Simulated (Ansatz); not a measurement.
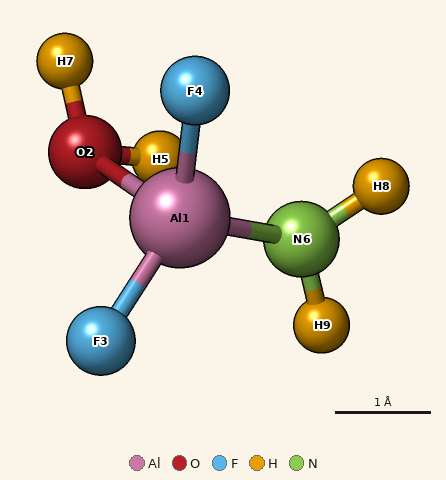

The structure as given in the input (ball-and-stick view, seen at an oblique angle; atoms are numbered from 1 in the order of the input). Sticks mark near contacts. Bond lengths as drawn: Al–F 1.65 to 1.67 Å, Al–N 1.81 Å, Al–O 1.95 Å, H–N 1.01 Å and H–O 0.90 to 0.98 Å.

**AlNH$_{4}$OF$_{2}$: geometry relaxation**

- system: AlNH$_{4}$OF$_{2}$
- method: RKS PBE0-D4/def2-TZVP (Ansatz 0.2.0)

The geometry is a transition state displaced along its imaginary mode. The reaction was set up to form Al1–N6 and O2–H5 and to break Al1–O2 and H5–N6 (atoms counted from 1 in the order of the input); sticks are drawn by distance alone. Figures and captions count atoms from 1; the log counts them from 0 in places.

The input
```yaml
crystal:
  periodic: [false, false, false]
  atoms:
    - {symbol: Al, position_ang: [-0.500389, -0.742979, 0.117166]}
    - {symbol: O, position_ang: [-0.811873, 1.048544, -0.596082]}
    - {symbol: F, position_ang: [-1.059012, -1.819778, -0.997662]}
    - {symbol: F, position_ang: [-1.257062, -0.701650, 1.610878]}
    - {symbol: H, position_ang: [0.058821, 1.165620, -0.420105]}
    - {symbol: N, position_ang: [1.222532, -0.181732, 0.066643]}
    - {symbol: H, position_ang: [-1.246519, 1.747557, -0.057472]}
    - {symbol: H, position_ang: [1.730590, -0.024438, 0.923191]}
    - {symbol: H, position_ang: [1.862912, -0.491144, -0.646357]}
basis:
  gaussian: {orbitals: def2-TZVP}
hamiltonian: {xc: pbe0, dispersion: d4}
relax: {f_tol: 0.005, max_steps: 200}
```

Machine: 4 threads of Arm Neoverse V1, 23 GiB of memory available, shared host.

Launched with:
```bash
ansatz run in.yaml --threads 4 --pin off --events-out ev --progress --plain --max-ram 9574MiB
```

Output
```
Functional definition: PBE0
  name "PBE0"
  cite "Adamo & Barone, J. Chem. Phys. 110, 6158 (1999) doi:10.1063/1.478522"
  cite "Perdew, Burke & Ernzerhof, Phys. Rev. Lett. 77, 3865 (1996) doi:10.1103/PhysRevLett.77.3865"
  parent pbe
  parameter a = 0.25
  parameter kappa = 0.804
  parameter beta = 0.06672455060314922
  exchange = (1 - a)*pbe_x(kappa = kappa, mu = beta*pi^2/3) + a*exact_x
  correlation = pbe_c(beta = beta)
1073 factors; their error is unknown
mean field evaluation 1: about -15618.8488 eV, gradient 8.7e1 eV
mean field evaluation 2: about -15606.2434 eV, gradient 1.2e2 eV
mean field evaluation 4: about -15630.8210 eV, gradient 4.4e0 eV
mean field evaluation 8: about -15630.8882 eV, gradient 4.6e-2 eV
mean field -15630.88818628 eV, -574.4245458494 hartree, gradient 5.7e-5 eV, S^2 0.000000; 0 other end points of the search recorded, 0 dependent functions left out
the calculation of the forces begins
reference -15630.88821774 eV, -574.4245470054 hartree; 25, 25 occupied and 160, 160 virtual orbitals, 1073 factors
relax step   1: F+E_penalty+E_count = -15631.01031823 eV  Δ(F+E_penalty+E_count) = +0.000e0 eV  max|allowed force component| = 6.068e0 eV/Å  Δτ_max = 0.0000 Å  (26 SCF iters, accepted)
these checks for a lower state are left out or cut short: starts, cluster_reference, orbital_swaps, neighbouring_geometries, increment
1073 factors; their error is unknown
mean field evaluation 16: about -15631.0717 eV, gradient 8.1e0 eV
mean field -15631.24413758 eV, -574.4376268184 hartree, gradient 1.7e-5 eV, S^2 0.000000; 0 other end points of the search recorded, 0 dependent functions left out
[... from here on the field's lines of each further geometry are left out, up to the last ...]
relax step   2: F+E_penalty+E_count = -15631.36532235 eV  Δ(F+E_penalty+E_count) = -3.550e-1 eV  max|allowed force component| = 7.972e-1 eV/Å  Δτ_max = 0.1347 Å  (29 SCF iters, accepted)
relax step   3: F+E_penalty+E_count = -15631.39276955 eV  Δ(F+E_penalty+E_count) = -2.745e-2 eV  max|allowed force component| = 4.070e-1 eV/Å  Δτ_max = 0.0639 Å  (31 SCF iters, accepted)
relax step   4: F+E_penalty+E_count = -15631.39984725 eV  Δ(F+E_penalty+E_count) = -7.078e-3 eV  max|allowed force component| = 3.710e-1 eV/Å  Δτ_max = 0.0475 Å  (30 SCF iters, accepted)
relax step   5: F+E_penalty+E_count = -15631.40613599 eV  Δ(F+E_penalty+E_count) = -6.289e-3 eV  max|allowed force component| = 2.425e-1 eV/Å  Δτ_max = 0.0514 Å  (31 SCF iters, accepted)
relax step   6: F+E_penalty+E_count = -15631.41094577 eV  Δ(F+E_penalty+E_count) = -4.810e-3 eV  max|allowed force component| = 1.472e-1 eV/Å  Δτ_max = 0.1029 Å  (27 SCF iters, accepted)
relax step   7: F+E_penalty+E_count = -15631.41281022 eV  Δ(F+E_penalty+E_count) = -1.864e-3 eV  max|allowed force component| = 1.292e-1 eV/Å  Δτ_max = 0.0768 Å  (29 SCF iters, accepted)
relax step   8: F+E_penalty+E_count = -15631.41489535 eV  Δ(F+E_penalty+E_count) = -2.085e-3 eV  max|allowed force component| = 9.249e-2 eV/Å  Δτ_max = 0.0279 Å  (29 SCF iters, accepted)
relax step   9: F+E_penalty+E_count = -15631.41529165 eV  Δ(F+E_penalty+E_count) = -3.963e-4 eV  max|allowed force component| = 3.598e-2 eV/Å  Δτ_max = 0.0128 Å  (30 SCF iters, accepted)
relax step  10: F+E_penalty+E_count = -15631.41534071 eV  Δ(F+E_penalty+E_count) = -4.906e-5 eV  max|allowed force component| = 7.195e-2 eV/Å  Δτ_max = 0.0095 Å  (31 SCF iters, accepted)
relax step  11: F+E_penalty+E_count = -15631.41544878 eV  Δ(F+E_penalty+E_count) = -1.081e-4 eV  max|allowed force component| = 1.438e-2 eV/Å  Δτ_max = 0.0150 Å  (31 SCF iters, accepted)
relax step  12: F+E_penalty+E_count = -15631.41547222 eV  Δ(F+E_penalty+E_count) = -2.344e-5 eV  max|allowed force component| = 1.181e-2 eV/Å  Δτ_max = 0.0027 Å  (32 SCF iters, accepted)
the calculation of the forces begins
reference -15631.29470630 eV, -574.4394851845 hartree; 25, 25 occupied and 160, 160 virtual orbitals, 1073 factors
relax step  13: F+E_penalty+E_count = -15631.41549208 eV  Δ(F+E_penalty+E_count) = -1.986e-5 eV  max|allowed force component| = 4.016e-3 eV/Å  Δτ_max = 0.0082 Å  (30 SCF iters, accepted)
```

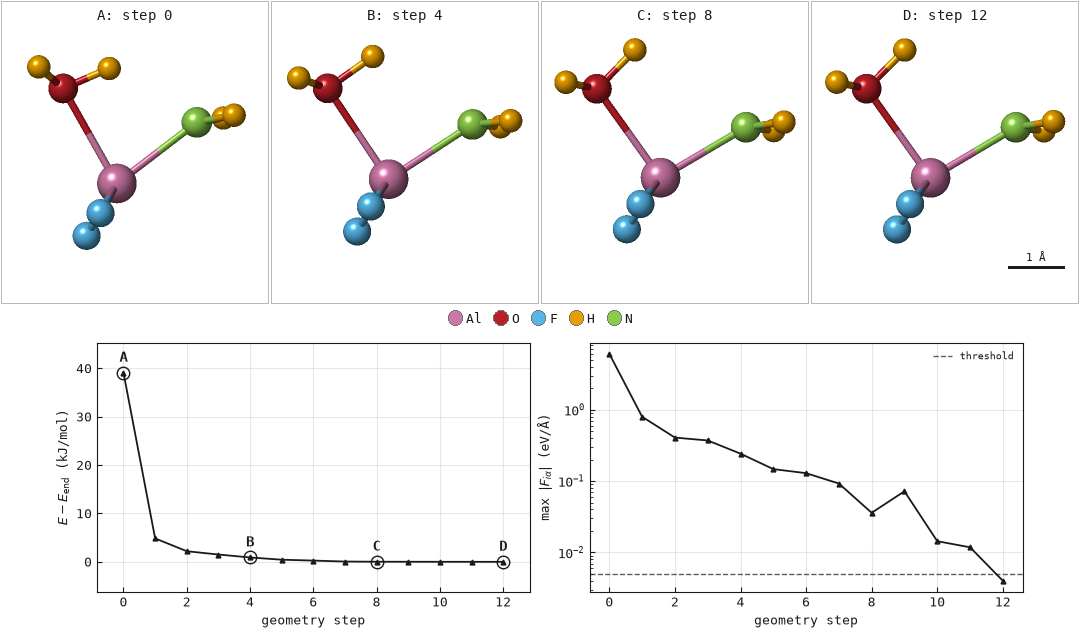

Frames of the relaxation (ball-and-stick view, seen at a tilt) above the curves, on which the letters mark them (the first geometry is step 0 here and step 1 in the log).

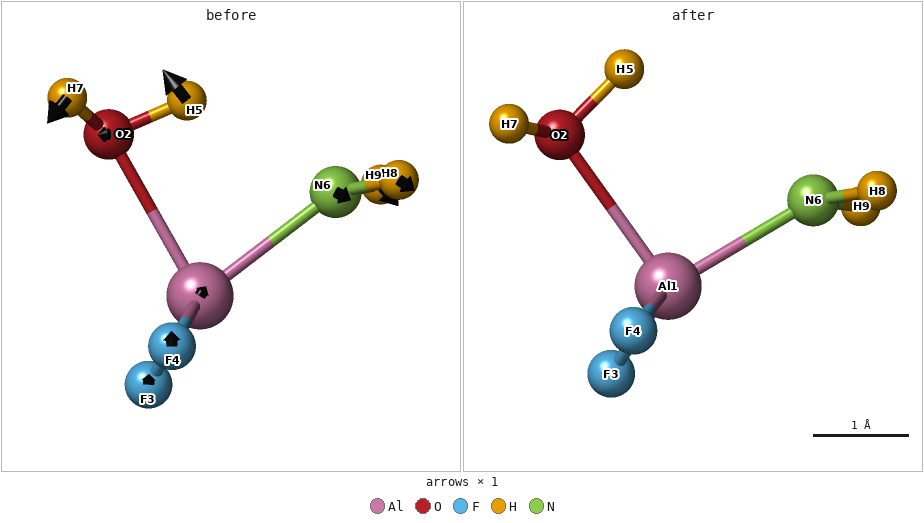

Before (left) and after (right) the relaxation, at one scale (ball-and-stick view, seen at a tilt). The black arrows give the displacements, at true length. The atom that moves furthest after the best rigid fit is H5 (0.42 Å). Largest moves by element: H 0.42 Å, N 0.19 Å, F 0.16 Å, O 0.13 Å, Al 0.12 Å. Distances before and after: O2–H5 0.896 → 0.971 Å, O2–H7 0.984 → 0.964 Å, Al1–N6 1.813 → 1.793 Å, Al1–F4 1.675 → 1.664 Å. Among the angles that change: Al1–O2–H5 83.9° → 99.9°, O2–Al1–N6 81.8° → 94.9°, Al1–O2–H7 121.5° → 114.2°. Over 12 geometry steps the energy falls by 39.1 kJ/mol. Largest force component: 6.1 eV/Å at the start, 0.004 eV/Å at the end. (Atoms are counted from 1 in the order of the input.)

```
1073 factors; their error is unknown
mean field -15631.29467457 eV, -574.4394840183 hartree, gradient 1.6e-5 eV, S^2 0.000000; 1 other end points of the search recorded, 0 dependent functions left out
the calculation of the forces begins
reference -15631.29470630 eV, -574.4394851845 hartree; 25, 25 occupied and 160, 160 virtual orbitals, 1073 factors
Total energy: -15631.41552382 eV, -574.4439251463 hartree
Atom 0 at    -0.407229    -0.668579     0.106628 Å, force    -0.000322     0.002098    -0.004016 eV/Å
Atom 1 at    -0.929711     1.091924    -0.577087 Å, force    -0.002354     0.002450     0.001221 eV/Å
Atom 2 at    -1.017086    -1.714233    -1.018673 Å, force    -0.000029    -0.000479    -0.000418 eV/Å
Atom 3 at    -1.208846    -0.552180     1.559711 Å, force    -0.001882    -0.000439     0.003582 eV/Å
Atom 4 at    -0.068798     1.539924    -0.558749 Å, force    -0.002727    -0.001925     0.000615 eV/Å
Atom 5 at     1.351675    -0.318623     0.098572 Å, force     0.003313     0.000810     0.002712 eV/Å
Atom 6 at    -1.542032     1.571481    -0.006977 Å, force     0.002860    -0.000882    -0.002000 eV/Å
Atom 7 at     1.855140    -0.187007     0.962782 Å, force     0.000381    -0.000547    -0.001960 eV/Å
Atom 8 at     1.966888    -0.762708    -0.566007 Å, force     0.000759    -0.001086     0.000264 eV/Å
Dipole moment:     0.295951     0.900473    -0.024383 e Å
```

Trajectory as extended XYZ (Å, eV, eV/Å), 11 of the 13 frames kept, from step=1 to step=13
```
9
Properties=species:S:1:pos:R:3:forces:R:3 step=1 energy=-15631.01032
Al   -0.5004   -0.7430    0.1172   -0.2228  -0.0521   0.4657
O    -0.8119    1.0485   -0.5961   -6.0685   0.6105  -0.1895
F    -1.0590   -1.8198   -0.9977    0.0128   0.0110  -0.0188
F    -1.2571   -0.7016    1.6109    0.2377   0.0269  -0.4491
H     0.0588    1.1656   -0.4201    5.6808   0.7624   0.5358
N     1.2225   -0.1817    0.0666    0.2947  -0.2825   0.2240
H    -1.2465    1.7476   -0.0575   -0.1508  -0.8571  -0.6051
H     1.7306   -0.0244    0.9232    0.1065  -0.1214   0.0229
H     1.8629   -0.4911   -0.6464    0.1095  -0.0978   0.0140
9
Properties=species:S:1:pos:R:3:forces:R:3 step=2 energy=-15631.36532
Al   -0.4777   -0.6958    0.1052   -0.0150  -0.0889   0.3875
O    -0.9082    1.0835   -0.6037   -0.6702   0.1854   0.3358
F    -1.0357   -1.7865   -0.9966   -0.0140   0.0232  -0.0787
F    -1.2121   -0.6681    1.6022    0.0950   0.0704  -0.2525
H     0.0413    1.2633   -0.4878    0.7972   0.2705  -0.1172
N     1.2763   -0.2169    0.0851   -0.0885  -0.0151   0.0072
H    -1.3792    1.7267   -0.0472   -0.0012  -0.4232  -0.2300
H     1.7840   -0.1286    0.9555   -0.0690  -0.0075  -0.0665
H     1.9114   -0.5776   -0.6124   -0.0343  -0.0148   0.0143
9
Properties=species:S:1:pos:R:3:forces:R:3 step=3 energy=-15631.39277
Al   -0.4681   -0.7029    0.1131   -0.0160   0.1402   0.1393
O    -0.9032    1.0758   -0.5914    0.3840   0.2002   0.1334
F    -1.0407   -1.7729   -1.0028    0.0085  -0.0194  -0.0350
F    -1.2214   -0.6441    1.5946    0.0528   0.0102  -0.1076
H     0.0606    1.3163   -0.5179   -0.4070  -0.1020  -0.0442
N     1.2802   -0.2195    0.0839    0.0340  -0.0762  -0.0134
H    -1.4068    1.6774   -0.0276   -0.0099  -0.1411  -0.0681
H     1.7863   -0.1306    0.9542   -0.0231   0.0050  -0.0251
H     1.9131   -0.5994   -0.6058   -0.0234  -0.0169   0.0207
9
Properties=species:S:1:pos:R:3:forces:R:3 step=5 energy=-15631.40614
Al   -0.4472   -0.6802    0.1082    0.1138  -0.0136  -0.0585
O    -0.9084    1.0871   -0.5901    0.1853   0.0470   0.0954
F    -1.0259   -1.7513   -1.0065   -0.0154  -0.0035  -0.0090
F    -1.2101   -0.5935    1.5780   -0.0433   0.0132   0.0492
H     0.0229    1.3943   -0.4957   -0.2425   0.0069  -0.0462
N     1.3100   -0.2513    0.0805   -0.0597  -0.0343   0.0291
H    -1.4843    1.6246   -0.0319    0.0756  -0.0319  -0.0452
H     1.8121   -0.1549    0.9515   -0.0029   0.0043  -0.0152
H     1.9309   -0.6749   -0.5937   -0.0109   0.0119   0.0005
9
Properties=species:S:1:pos:R:3:forces:R:3 step=6 energy=-15631.41095
Al   -0.4159   -0.6713    0.1186   -0.1472  -0.0761  -0.0241
O    -0.9236    1.0763   -0.5831    0.0421   0.0503  -0.0036
F    -1.0281   -1.7002   -1.0208    0.0108  -0.0466   0.0228
F    -1.1910   -0.5854    1.5864   -0.0013   0.0038  -0.0085
H    -0.0368    1.4715   -0.5282    0.0687   0.0560  -0.0485
N     1.3354   -0.2858    0.0946    0.1075  -0.0169   0.0272
H    -1.5280    1.6051   -0.0528   -0.0831  -0.0013   0.0511
H     1.8397   -0.1879    0.9637    0.0051   0.0122  -0.0155
H     1.9482   -0.7223   -0.5782   -0.0027   0.0186  -0.0010
9
Properties=species:S:1:pos:R:3:forces:R:3 step=7 energy=-15631.41281
Al   -0.4157   -0.6664    0.1016    0.1292  -0.0558   0.1186
O    -0.9231    1.0919   -0.5749   -0.0788   0.0474  -0.0541
F    -1.0114   -1.7366   -1.0075   -0.0409   0.0446  -0.0221
F    -1.2012   -0.5495    1.5645   -0.0226  -0.0043  -0.0336
H    -0.0635    1.5402   -0.5498    0.0641  -0.0124   0.0037
N     1.3461   -0.3178    0.1025   -0.0620   0.0261  -0.0459
H    -1.5427    1.5838   -0.0239   -0.0213  -0.0275   0.0095
H     1.8500   -0.2161    0.9694    0.0170   0.0082   0.0242
H     1.9615   -0.7294   -0.5817    0.0152  -0.0263  -0.0003
9
Properties=species:S:1:pos:R:3:forces:R:3 step=8 energy=-15631.41489
Al   -0.4075   -0.6673    0.1098    0.0232  -0.0251  -0.0047
O    -0.9244    1.0860   -0.5754   -0.0146   0.0925  -0.0126
F    -1.0207   -1.7117   -1.0159    0.0004   0.0045   0.0170
F    -1.2024   -0.5483    1.5660   -0.0092  -0.0176   0.0104
H    -0.0659    1.5395   -0.5454   -0.0288  -0.0191   0.0027
N     1.3523   -0.3160    0.1005    0.0446  -0.0306  -0.0222
H    -1.5548    1.5723   -0.0303    0.0329  -0.0302  -0.0159
H     1.8580   -0.2068    0.9672   -0.0080   0.0009  -0.0280
H     1.9655   -0.7478   -0.5764   -0.0405   0.0247   0.0532
9
Properties=species:S:1:pos:R:3:forces:R:3 step=9 energy=-15631.41529
Al   -0.4066   -0.6654    0.1073    0.0139  -0.0358   0.0143
O    -0.9261    1.0895   -0.5771   -0.0114   0.0360  -0.0126
F    -1.0205   -1.7111   -1.0165    0.0035   0.0054   0.0050
F    -1.2033   -0.5513    1.5633   -0.0080  -0.0007   0.0016
H    -0.0685    1.5433   -0.5482   -0.0066  -0.0016   0.0008
N     1.3532   -0.3178    0.1002    0.0079  -0.0055  -0.0084
H    -1.5531    1.5693   -0.0233    0.0105  -0.0029  -0.0007
H     1.8598   -0.1977    0.9644   -0.0084   0.0015  -0.0027
H     1.9651   -0.7588   -0.5698   -0.0014   0.0035   0.0027
9
Properties=species:S:1:pos:R:3:forces:R:3 step=11 energy=-15631.41545
Al   -0.4052   -0.6676    0.1076   -0.0087   0.0003   0.0102
O    -0.9284    1.0922   -0.5771   -0.0100  -0.0113  -0.0060
F    -1.0190   -1.7120   -1.0170    0.0040   0.0005  -0.0025
F    -1.2073   -0.5531    1.5611    0.0053   0.0030  -0.0073
H    -0.0717    1.5467   -0.5553    0.0144   0.0045   0.0004
N     1.3540   -0.3204    0.0998   -0.0049   0.0001  -0.0033
H    -1.5490    1.5702   -0.0152   -0.0052   0.0040   0.0075
H     1.8593   -0.1922    0.9632    0.0003   0.0014   0.0061
H     1.9672   -0.7639   -0.5668    0.0048  -0.0026  -0.0050
9
Properties=species:S:1:pos:R:3:forces:R:3 step=12 energy=-15631.41547
Al   -0.4058   -0.6678    0.1073   -0.0060  -0.0005   0.0043
O    -0.9290    1.0922   -0.5772   -0.0088  -0.0096  -0.0040
F    -1.0183   -1.7127   -1.0173    0.0023   0.0001  -0.0022
F    -1.2076   -0.5526    1.5607    0.0025   0.0019  -0.0022
H    -0.0707    1.5442   -0.5557    0.0118   0.0059   0.0000
N     1.3534   -0.3198    0.0993   -0.0012   0.0001  -0.0014
H    -1.5473    1.5709   -0.0132   -0.0019   0.0020   0.0048
H     1.8580   -0.1911    0.9632    0.0000   0.0007   0.0014
H     1.9672   -0.7633   -0.5669    0.0013  -0.0005  -0.0007
9
Properties=species:S:1:pos:R:3:forces:R:3 step=13 energy=-15631.41549
Al   -0.4072   -0.6686    0.1066   -0.0003   0.0021  -0.0040
O    -0.9297    1.0919   -0.5771   -0.0024   0.0024   0.0012
F    -1.0171   -1.7142   -1.0187    0.0000  -0.0005  -0.0004
F    -1.2088   -0.5522    1.5597   -0.0019  -0.0004   0.0036
H    -0.0688    1.5399   -0.5587   -0.0027  -0.0019   0.0006
N     1.3517   -0.3186    0.0986    0.0033   0.0008   0.0027
H    -1.5420    1.5715   -0.0070    0.0029  -0.0009  -0.0020
H     1.8551   -0.1870    0.9628    0.0004  -0.0005  -0.0020
H     1.9669   -0.7627   -0.5660    0.0008  -0.0011   0.0003
```

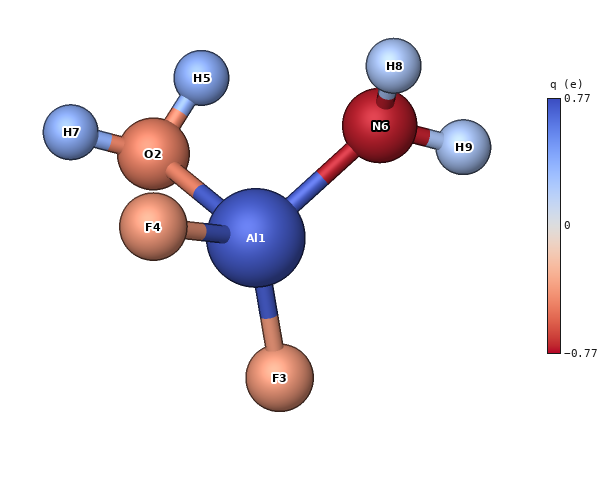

Mulliken charges, as the colour of each atom (ball-and-stick view, seen at a tilt; atoms are numbered from 1 in the order of the input). By element: Al +0.71, O −0.46, F −0.38 to −0.37, H +0.24 to +0.38 and N −0.73 e.

Summary

```tsv
quantity	value
outcome	converged
total energy	−15631.4155 eV
mean-field energy	−15631.2947 eV
dispersion energy	−0.1208 eV
SCF solution under orbital rotations	stable
largest force (length of the vector) at the end	0.005 eV/Å
dipole moment	4.55 D
wall time	36 s (CPU time 2.2 min)
peak memory	0.41 GiB
```
